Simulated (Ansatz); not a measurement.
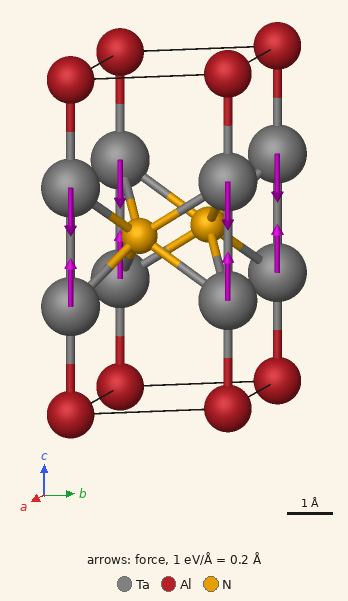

Starting geometry of a crystal of Ta2AlN2 (a generated structure, set up in P6/mmm) (coarse preliminary run) with the computed forces as purple arrows. A ball-and-stick model of the cell of the calculation, seen slightly off an axis.

All numbers below come from Ansatz, DFT PBE, scalar-relativistic, plane waves, PAW.

Input file:
```yaml
crystal:
  lattice:
    - [3.60952997, 0.0, 0.0]
    - [-1.80476498, 3.12594465, 0.0]
    - [0.0, 0.0, 7.64157989]
  atoms:
    - { symbol: Ta, position: [0.0, 0.0, 0.32272431] }
    - { symbol: Ta, position: [0.0, 0.0, 0.67727569] }
    - { symbol: Al, position: [0.0, 0.0, 0.0] }
    - { symbol: "N", position: [0.33333333, 0.66666667, 0.5] }
    - { symbol: "N", position: [0.66666667, 0.33333333, 0.5] }
basis:
  ecutwfc: 420
kpoints:
  mp_grid: { grid: [6, 6, 2] }
hamiltonian:
  xc: pbe
scf:
  occupations: { method: gaussian, width: 0.1 }
  lower_state_search: "off"
output:
  forces: true
  stress: true
  eigenvalues: true
relax:
  adjacent_minimum: "off"
  f_tol: 0.04
  max_steps: 70
  cell: { stress_tol: 0.4 }
```

Launched with:
```bash
ansatz run input.yaml --threads 1 --pin off --max-ram 2560MiB --backend cpu --events-out ev --progress --plain --runs-dir out
```

**Is this structure relaxed? If not, where do the atoms go?**

It isn't relaxed: the largest force vector, on Ta atoms, is 5.59 eV/Å. The atoms end up moving mostly along the starting forces (cosine between the two patterns 1.00). The largest moves relative to the cell, 0.15 Å, are those of Ta1 and Ta2. Ta2 goes along −c. N and Al stay in place. The drawn cell changes as follows: a = b 3.610 → 3.406 Å (−5.6 %), c 7.642 → 7.799 Å (+2.1 %); the volume changes by −9.1 %. Near-neighbour distances that change, for instance: Ta1–Ta2 2.709 → 2.466 Å, Ta1–Al3 2.466 → 2.667 Å, Ta1–N4 2.486 → 2.321 Å. The space group stays P6/mmm (No. 191). Over 4 accepted moves (5 points after the start) the energy falls by 1.579 eV per cell of the calculation. Largest force component: 5.6 eV/Å at the start, 0.011 eV/Å at the end. Pressure: −13.75 GPa at the start and −0.26 GPa at the end. The SCF was repeated once at an unchanged geometry on a basis and grid sized afresh for the cell, which shifted the energy by 4.9 meV per cell of the calculation at most.

Limits of the set-up: the k-point mesh is coarse for a cell with partly filled bands.
